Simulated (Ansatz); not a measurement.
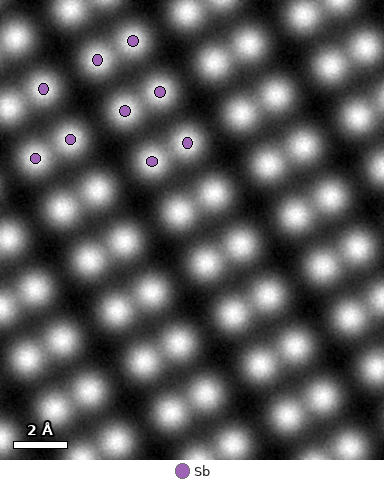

iDPC-like image of Sb (R-3m, No. 166) along [210]. Simulated as the projected potential of neutral atoms (B = 0.8 Å²) blurred by a 0.73 Å probe, the thin-sample limit of integrated differential phase contrast. The display is stretched by a gamma of 0.8; percentages refer to the linear signal. Shot noise was added. Structure used: the input geometry of an electronic-structure calculation (not necessarily at equilibrium).

Coloured dots in one corner mark the columns of the model.

**Describe what the image shows.**

The columns repeat on a rectangular net of 2.19 × 3.85 Å (plane group p2mm). All columns are alike (Sb). The shortest distance between visible columns is 1.52 Å in projection. Along the beam the structure repeats every 7.59 Å.
